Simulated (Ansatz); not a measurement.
# AlCl2 (SMILES [Cl][Al][Cl]): UCCSDTQ/STO-3G

Aim: the electronic atomisation energy of AlCl2 at UCCSDTQ/STO-3G, from 3 runs. 

The calculation is run with Ansatz 0.2.0.

32 further runs of the same task are left out: 4 that didn't finish, 28 set aside as unsound or not needed.

## 1. The structure to begin with

The species is AlCl2 (3 atoms), meant as a doublet with charge 0. As SMILES, `[Cl][Al][Cl]`. The shape is that of a PBE0-D4/def2-TZVP optimisation.

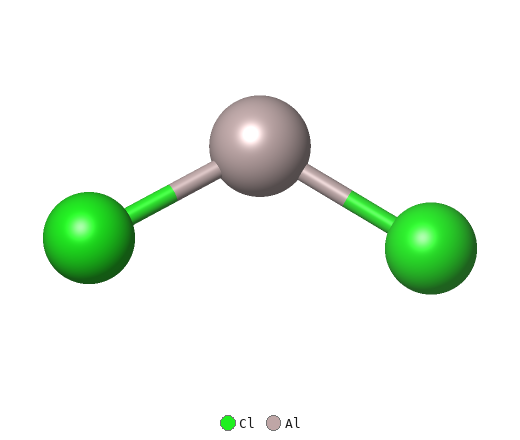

The structure, seen from a chosen angle (chlorine green, aluminium light grey).

## 2. A single-point energy at UCCSDTQ/STO-3G

Contents of job.yaml:

```yaml
crystal:
  periodic: [false, false, false]
  atoms:
    - {symbol: Cl, position_ang: [1.374800, 0.868300, 0.838700]}
    - {symbol: Al, position_ang: [-0.432100, 0.520700, -0.177200]}
    - {symbol: Cl, position_ang: [-0.953600, -1.453800, -0.674700]}
basis:
  gaussian:
    orbitals: STO-3G
magnetization:
  spin_polarized: true
  initial_magnetization: 1
correlation:
  method: ccsdtq
  frozen_orbitals: {Al: 5, Cl: 5}
accuracy: high
scf:
  omitted_lower_state_checks: [cluster_reference, increment]
```

Started as:

```bash
ansatz run job.yaml --threads 1 --pin off --max-ram 2610MiB --events-out events.jsonl --progress --plain --runs-dir runs
```

Output (excerpt; [...] marks lines left out):

```text
Warning: RAYON_NUM_THREADS=1 ignored (pool sized by the plan → 1); use --threads N
Functional definition: HF
  name "HF"
[...]
479 factors; integrals over basis functions are off by at most 1.3e-8 eV
[...]
mean field -31247.15197321 eV, -1148.3116549352 hartree, gradient 2.2e-8 eV, S^2 0.753649; 0 other end points of the search recorded, 0 dependent functions left out
15 core orbitals not correlated: weight in the atoms' cores, before any rotation towards them, 0.999 or more for the frozen orbitals, at most 0.000 for the correlated occupied ones
reference -31247.15197321 eV, -1148.3116549352 hartree; 9, 8 occupied and 3, 4 virtual orbitals, 479 factors
second order -0.55372564 eV of doubles, -0.00000000 eV of singles
cycle   1  -0.64086189 eV  change   -8.7e-2 eV  update   5.0e-2
[...]
cycle  24  -0.76838074 eV  change   1.5e-10 eV  update   1.6e-9
Total energy: -31247.92035396 eV, -1148.3398924067 hartree
Checks for a lower state left out: cluster_reference, increment
```

It took 50 s on 1 thread of Arm Neoverse V2, shared host; peak memory 0.5 GiB.

## 3. The Al atom at the same level

Contents of molecule.yaml:

```yaml
basis:
  gaussian:
    orbitals: STO-3G
crystal:
  periodic: [false, false, false]
  atoms:
    - {symbol: Al, position_ang: [0.000000, 0.000000, 0.000000]}
magnetization:
  spin_polarized: true
  initial_magnetization: 1
correlation:
  method: ccsdtq
  frozen_orbitals: {Al: 5}
accuracy: high
scf:
  omitted_lower_state_checks: [cluster_reference, increment]
```

Run the same way, it converges to -238.88392 Eh (log not shown).

## 4. The Cl atom, same level

Contents of run.yaml:

```yaml
crystal:
  periodic: [false, false, false]
  atoms:
    - {symbol: Cl, position_ang: [0.000000, 0.000000, 0.000000]}
basis:
  gaussian:
    orbitals: STO-3G
magnetization:
  spin_polarized: true
  initial_magnetization: 1
correlation:
  method: ccsdtq
  frozen_orbitals: {Cl: 5}
accuracy: high
scf:
  omitted_lower_state_checks: [cluster_reference, increment]
```

Started as:

```bash
ansatz run run.yaml --threads 1 --pin off --max-ram 2610MiB --events-out events.jsonl --progress --plain --runs-dir runs
```

Output (excerpt; [...] marks lines left out):

```text
Warning: RAYON_NUM_THREADS=1 ignored (pool sized by the plan → 1); use --threads N
[... 2 set-up lines as earlier in the session ...]
[...]
42 factors; integrals over basis functions are off by at most 4.6e-9 eV
[...]
mean field -12368.72316544 eV, -454.5421925083 hartree, gradient 1.9e-13 eV, S^2 0.750000; 3 other end points of the search recorded, 0 dependent functions left out
5 core orbitals not correlated: weight in the atoms' cores, before any rotation towards them, 1.000 or more for the frozen orbitals, at most 0.000 for the correlated occupied ones
reference -12368.72316544 eV, -454.5421925083 hartree; 4, 3 occupied and 0, 1 virtual orbitals, 42 factors
second order 0.00000000 eV of doubles, 0.00000000 eV of singles
cycle   1  0.00000000 eV  change     0.0e0 eV  update    0.0e0
cycle   2  0.00000000 eV  change     0.0e0 eV  update    0.0e0
Total energy: -12368.72316544 eV, -454.5421925083 hartree
Checks for a lower state left out: cluster_reference, increment
```

Run time: 0.52 s. Hardware: 1 thread of Arm Neoverse V2, shared host.

## 5. What came out

At UCCSDTQ/STO-3G, 15 core orbitals frozen:

| quantity | value |
| --- | --- |
| molecule: total energy | -1148.33989 Eh |
| molecule: correlation energy (15 core orbitals frozen) | -28.2 mEh |
| molecule: ⟨S²⟩ of the reference determinant | 0.754 |
| molecule: T1 diagnostic | 0.010 |
| Al atom: total energy | -238.88392 Eh |
| Al atom: correlation energy (5 core orbitals frozen) | -25.6 mEh |
| Al atom: ⟨S²⟩ of the reference determinant | 0.750 |
| Al atom: T1 diagnostic | 0.000 |
| Cl atom: total energy | -454.54219 Eh |
| Cl atom: correlation energy (5 core orbitals frozen) | 0.0 mEh |
| Cl atom: ⟨S²⟩ of the reference determinant | 0.750 |
| Cl atom: T1 diagnostic | 0.000 |
| electronic atomisation energy | 10.111 eV |

**Reading.** Taking the molecule apart into free atoms costs 10.11 eV (233 kcal/mol), before zero-point energy and without spin-orbit coupling. In a minimal basis such a difference can be off by several eV, whatever the method.
